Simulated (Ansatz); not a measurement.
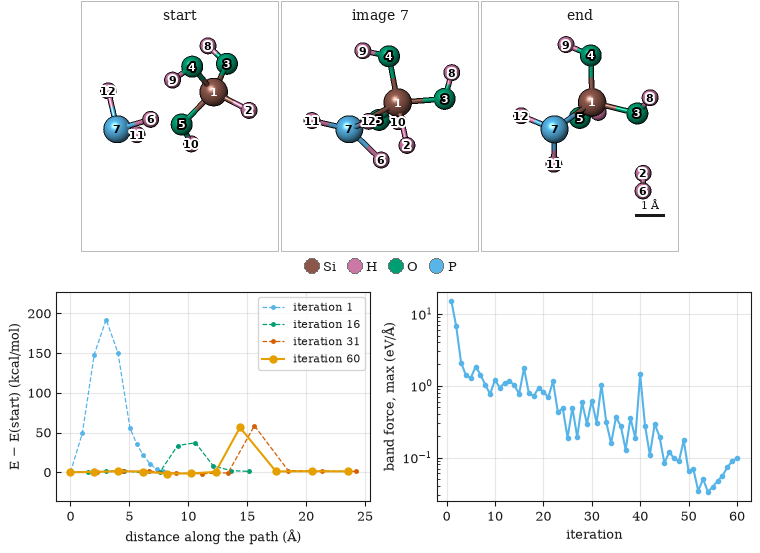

A search for the minimum-energy path of SiPH₇O₃, made up of SiH4O3 and PH$_{3}$ by the nudged elastic band. Images are numbered from 0 (start) to 10 (end). The plot follows the band through its iterations. Style: ball-and-stick. Shown from a free direction.

Computed with Ansatz, UKS PBE0-D4/cc-pVDZ. Set-up: 9 movable images; climbing image; force threshold 0.03 eV/Å; iteration limit 60; starting path through a guess of the saddle point.

**How did the profile develop, and is the result final?**

The result isn't final. The band hadn't converged when the run stopped after 60 iterations. The largest component of the band force went from 15 to 0.098 eV/Å. The barrier read from it is provisional, though the highest image hardly moved in the last two iterations. The first iteration put the highest image at 192.4 kcal/mol. Forward barrier 56.5 kcal/mol, backward barrier 55.4 kcal/mol, with image 7 at the top; the reaction energy is +1.1 kcal/mol. Image 4 lies below both ends, at −1.5 kcal/mol, which may mean an intermediate minimum or an end that is no minimum.

Limits of the set-up: the start holds two separate molecules, 2.3 Å apart at their closest, whose relative position is a soft coordinate.
